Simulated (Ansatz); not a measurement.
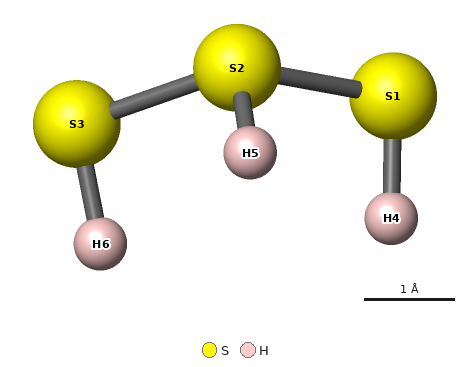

Fig. 1: The starting structure (ball-and-stick view, seen at a tilt; atoms are numbered from 1 in the order of the input).

## Geometry relaxation, with input and output: H3S3 (charge +1)

- system: H3S3, charge +1
- method: RKS PBE0-D4/def2-TZVP (Ansatz 0.2.0)

Figures and captions count atoms from 1; the log counts them from 0 in places.

Input file:
```yaml
crystal:
  periodic: [false, false, false]
  atoms:
    - {symbol: S, position_ang: [-1.797250, 0.003429, -0.660319]}
    - {symbol: S, position_ang: [-0.246563, 0.935192, 0.418850]}
    - {symbol: S, position_ang: [0.902654, -0.322832, 1.657437]}
    - {symbol: H, position_ang: [-0.996526, -0.752321, -1.477624]}
    - {symbol: H, position_ang: [0.651676, 1.188763, -0.591805]}
    - {symbol: H, position_ang: [1.486009, -1.052232, 0.653461]}
basis:
  gaussian: {orbitals: def2-TZVP}
total_charge: 1
hamiltonian: {xc: pbe0, dispersion: d4}
relax: {f_tol: 0.005, max_steps: 200}
```

Machine: 2 threads of Arm Neoverse V2, 23 GiB of memory available, shared host.

Launched with:
```bash
ansatz run in.yaml --threads 2 --pin off --events-out ev --progress --plain --max-ram 4352MiB
```

What the program printed:
```
Functional definition: PBE0
  name "PBE0"
  cite "Adamo & Barone, J. Chem. Phys. 110, 6158 (1999) doi:10.1063/1.478522"
  cite "Perdew, Burke & Ernzerhof, Phys. Rev. Lett. 77, 3865 (1996) doi:10.1103/PhysRevLett.77.3865"
  parent pbe
  parameter a = 0.25
  parameter kappa = 0.804
  parameter beta = 0.06672455060314922
  exchange = (1 - a)*pbe_x(kappa = kappa, mu = beta*pi^2/3) + a*exact_x
  correlation = pbe_c(beta = beta)
945 factors; their error is unknown
mean field evaluation 1: about -32535.1744 eV, gradient 2.1e1 eV
mean field evaluation 2: about -32535.5843 eV, gradient 1.9e1 eV
mean field evaluation 4: about -32536.3740 eV, gradient 7.7e-1 eV
mean field evaluation 8: about -32536.4455 eV, gradient 1.5e-1 eV
mean field evaluation 16: about -32536.4455 eV, gradient 3.2e-5 eV
mean field -32536.44554859 eV, -1195.6923199158 hartree, gradient 3.2e-5 eV, S^2 0.000000; 0 other end points of the search recorded, 0 dependent functions left out
the calculation of the forces begins
reference -32536.44557424 eV, -1195.6923208584 hartree; 25, 25 occupied and 104, 104 virtual orbitals, 945 factors
relax step   1: F+E_penalty+E_count = -32536.56445076 eV  Δ(F+E_penalty+E_count) = +0.000e0 eV  max|allowed force component| = 1.033e0 eV/Å  Δτ_max = 0.0000 Å  (26 SCF iters, accepted)
these checks for a lower state are left out or cut short: starts, cluster_reference, orbital_swaps, neighbouring_geometries, increment
945 factors; their error is unknown
mean field -32536.52209965 eV, -1195.6951331152 hartree, gradient 2.6e-5 eV, S^2 0.000000; 0 other end points of the search recorded, 0 dependent functions left out
the calculation of the forces begins
reference -32536.52212495 eV, -1195.6951340450 hartree; 25, 25 occupied and 104, 104 virtual orbitals, 945 factors
relax step   2: F+E_penalty+E_count = -32536.64358784 eV  Δ(F+E_penalty+E_count) = -7.914e-2 eV  max|allowed force component| = 3.736e-1 eV/Å  Δτ_max = 0.1140 Å  (29 SCF iters, accepted)
these checks for a lower state are left out or cut short: starts, cluster_reference, orbital_swaps, neighbouring_geometries, increment
945 factors; their error is unknown
mean field -32536.53154563 eV, -1195.6954802488 hartree, gradient 1.6e-5 eV, S^2 0.000000; 0 other end points of the search recorded, 0 dependent functions left out
the calculation of the forces begins
reference -32536.53157070 eV, -1195.6954811700 hartree; 25, 25 occupied and 104, 104 virtual orbitals, 945 factors
relax step   3: F+E_penalty+E_count = -32536.65338313 eV  Δ(F+E_penalty+E_count) = -9.795e-3 eV  max|allowed force component| = 1.322e-1 eV/Å  Δτ_max = 0.0956 Å  (29 SCF iters, accepted)
these checks for a lower state are left out or cut short: starts, cluster_reference, orbital_swaps, neighbouring_geometries, increment
945 factors; their error is unknown
mean field evaluation 32: about -32536.4667 eV, gradient 5.2e-3 eV
mean field -32536.53495534 eV, -1195.6956055534 hartree, gradient 8.5e-6 eV, S^2 0.000000; 0 other end points of the search recorded, 0 dependent functions left out
the calculation of the forces begins
reference -32536.53498049 eV, -1195.6956064776 hartree; 25, 25 occupied and 104, 104 virtual orbitals, 945 factors
relax step   4: F+E_penalty+E_count = -32536.65661364 eV  Δ(F+E_penalty+E_count) = -3.231e-3 eV  max|allowed force component| = 3.555e-2 eV/Å  Δτ_max = 0.0342 Å  (29 SCF iters, accepted)
these checks for a lower state are left out or cut short: starts, cluster_reference, orbital_swaps, neighbouring_geometries, increment
945 factors; their error is unknown
mean field -32536.53518134 eV, -1195.6956138584 hartree, gradient 8.3e-6 eV, S^2 0.000000; 0 other end points of the search recorded, 0 dependent functions left out
the calculation of the forces begins
reference -32536.53520648 eV, -1195.6956147824 hartree; 25, 25 occupied and 104, 104 virtual orbitals, 945 factors
relax step   5: F+E_penalty+E_count = -32536.65678616 eV  Δ(F+E_penalty+E_count) = -1.725e-4 eV  max|allowed force component| = 9.641e-3 eV/Å  Δτ_max = 0.0067 Å  (31 SCF iters, accepted)
these checks for a lower state are left out or cut short: starts, cluster_reference, orbital_swaps, neighbouring_geometries, increment
945 factors; their error is unknown
mean field -32536.53521003 eV, -1195.6956149128 hartree, gradient 1.6e-5 eV, S^2 0.000000; 0 other end points of the search recorded, 0 dependent functions left out
the calculation of the forces begins
reference -32536.53523517 eV, -1195.6956158370 hartree; 25, 25 occupied and 104, 104 virtual orbitals, 945 factors
relax step   6: F+E_penalty+E_count = -32536.65679443 eV  Δ(F+E_penalty+E_count) = -8.276e-6 eV  max|allowed force component| = 1.297e-3 eV/Å  Δτ_max = 0.0025 Å  (23 SCF iters, accepted)
945 factors; their error is unknown
mean field evaluation 64: about -32536.5352 eV, gradient 3.6e-4 eV
```

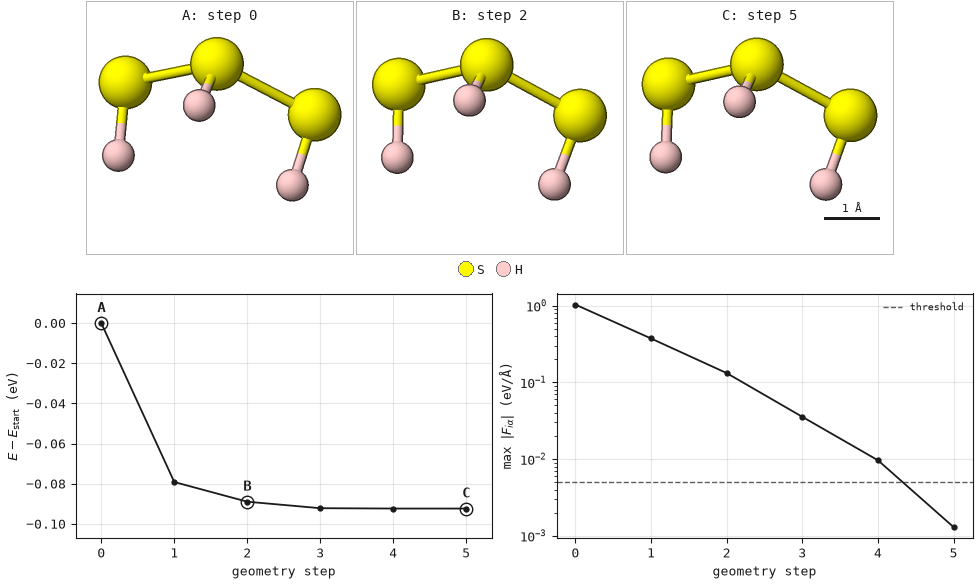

Fig. 2: Frames of the relaxation (ball-and-stick view, seen at a tilt) above the curves, on which the letters mark them (the first geometry is step 0 here and step 1 in the log).

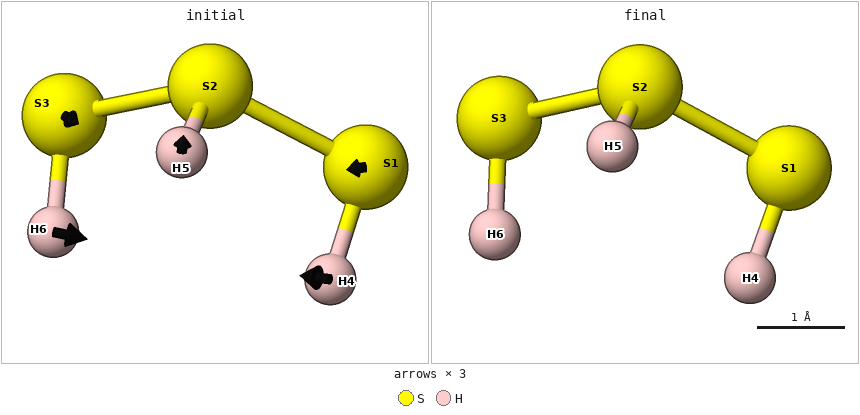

Fig. 3: Before (left) and after (right) the relaxation, at one scale (ball-and-stick view, seen at a tilt). The black arrows give the displacements, magnified 3 times. The energy falls by 0.092 eV in 5 geometry steps. Largest force component: 1 eV/Å at the start, 0.0013 eV/Å at the end. The largest moves after the best rigid fit, 0.14 Å, are those of H4 and H6. Largest moves by element: H 0.14 Å, S 0.08 Å. Among the contacts that change: S1–S2 2.107 → 2.040 Å, S2–H5 1.376 → 1.353 Å, S1–H4 1.371 → 1.349 Å. (Atoms are counted from 1 in the order of the input.)

```
mean field -32536.53521003 eV, -1195.6956149128 hartree, gradient 1.6e-5 eV, S^2 0.000000; 1 other end points of the search recorded, 0 dependent functions left out
the calculation of the forces begins
reference -32536.53523517 eV, -1195.6956158370 hartree; 25, 25 occupied and 104, 104 virtual orbitals, 945 factors
Total energy: -32536.65681958 eV, -1195.7000839815 hartree
Atom 0 at    -1.719454     0.004717    -0.645392 Å, force    -0.000129     0.000054     0.000589 eV/Å
Atom 1 at    -0.240637     0.931285     0.411393 Å, force    -0.000383     0.001062     0.000595 eV/Å
Atom 2 at     0.877189    -0.309032     1.583700 Å, force    -0.000549     0.000104     0.000233 eV/Å
Atom 3 at    -0.919993    -0.802874    -1.373238 Å, force     0.001297    -0.000415     0.000181 eV/Å
Atom 4 at     0.637072     1.254960    -0.565479 Å, force     0.000186    -0.000597    -0.000305 eV/Å
Atom 5 at     1.365823    -1.079057     0.589015 Å, force    -0.000422    -0.000209    -0.001292 eV/Å
Dipole moment:     0.355057    -0.087534    -0.425921 e Å
```

Trajectory as extended XYZ (Å, eV, eV/Å), 6 frames, from step=1 to step=6:
```
6
Properties=species:S:1:pos:R:3:forces:R:3 step=1 energy=-32536.56445
S    -1.7973    0.0034   -0.6603    1.0333   0.0644   0.1558
S    -0.2466    0.9352    0.4189    0.1959  -0.7361  -0.3319
S     0.9027   -0.3228    1.6574   -0.2903   0.2245  -0.9805
H    -0.9965   -0.7523   -1.4776   -0.2930   0.2823   0.3525
H     0.6517    1.1888   -0.5918   -0.3809  -0.1139   0.4277
H     1.4860   -1.0522    0.6535   -0.2651   0.2788   0.3765
6
Properties=species:S:1:pos:R:3:forces:R:3 step=2 energy=-32536.64359
S    -1.7359   -0.0054   -0.6308    0.2730   0.0301  -0.0338
S    -0.2452    0.9513    0.4195    0.1265  -0.3736  -0.1999
S     0.8638   -0.3196    1.6010   -0.0015   0.0633  -0.2693
H    -0.9187   -0.7737   -1.3971   -0.1401   0.1172   0.1539
H     0.6430    1.2005   -0.5801   -0.1432   0.0489   0.1736
H     1.3931   -1.0530    0.5874   -0.1148   0.1141   0.1755
6
Properties=species:S:1:pos:R:3:forces:R:3 step=3 energy=-32536.65338
S    -1.7131   -0.0010   -0.6426    0.0803  -0.0143  -0.0532
S    -0.2341    0.9305    0.4037   -0.0677   0.1322   0.0975
S     0.8728   -0.3135    1.5773    0.0388  -0.0093  -0.0890
H    -0.9048   -0.8199   -1.3494   -0.0500   0.0009  -0.0162
H     0.6414    1.2949   -0.5649   -0.0245  -0.1015   0.0143
H     1.3379   -1.0909    0.5759    0.0230  -0.0079   0.0467
6
Properties=species:S:1:pos:R:3:forces:R:3 step=4 energy=-32536.65661
S    -1.7161    0.0039   -0.6446   -0.0347   0.0057  -0.0080
S    -0.2409    0.9348    0.4122    0.0279  -0.0215  -0.0356
S     0.8758   -0.3093    1.5804    0.0136  -0.0001   0.0334
H    -0.9185   -0.8074   -1.3706    0.0145   0.0081   0.0066
H     0.6373    1.2609   -0.5649   -0.0139  -0.0030   0.0158
H     1.3624   -1.0829    0.5875   -0.0074   0.0107  -0.0122
6
Properties=species:S:1:pos:R:3:forces:R:3 step=5 energy=-32536.65679
S    -1.7194    0.0044   -0.6453    0.0096   0.0002   0.0016
S    -0.2409    0.9321    0.4118    0.0051  -0.0035  -0.0065
S     0.8770   -0.3093    1.5836   -0.0029   0.0017  -0.0092
H    -0.9180   -0.8028   -1.3717   -0.0048   0.0014   0.0012
H     0.6372    1.2542   -0.5657   -0.0067  -0.0006   0.0077
H     1.3641   -1.0785    0.5873   -0.0003   0.0009   0.0051
6
Properties=species:S:1:pos:R:3:forces:R:3 step=6 energy=-32536.65679
S    -1.7195    0.0047   -0.6454   -0.0001   0.0001   0.0006
S    -0.2406    0.9313    0.4114   -0.0004   0.0011   0.0006
S     0.8772   -0.3090    1.5837   -0.0005   0.0001   0.0002
H    -0.9200   -0.8029   -1.3732    0.0013  -0.0004   0.0002
H     0.6371    1.2550   -0.5655    0.0002  -0.0006  -0.0003
H     1.3658   -1.0791    0.5890   -0.0004  -0.0002  -0.0013
```

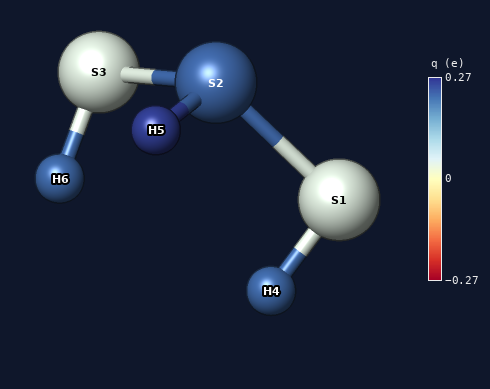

Fig. 4: Mulliken charges, as the colour of each atom (ball-and-stick view, seen at a tilt; atoms are numbered from 1 in the order of the input). By element: S +0.04 to +0.22 and H +0.22 to +0.26 e.

Key numbers:

| quantity | value |
| --- | --- |
| outcome | converged |
| total energy | −32536.6568 eV |
| mean-field energy | −32536.5352 eV |
| dispersion energy | −0.1216 eV |
| SCF solution under orbital rotations | stable |
| largest force (length of the vector) at the end | 0.001 eV/Å |
| wall time | 16 s (CPU time 29 s) |
| peak memory | 0.25 GiB |
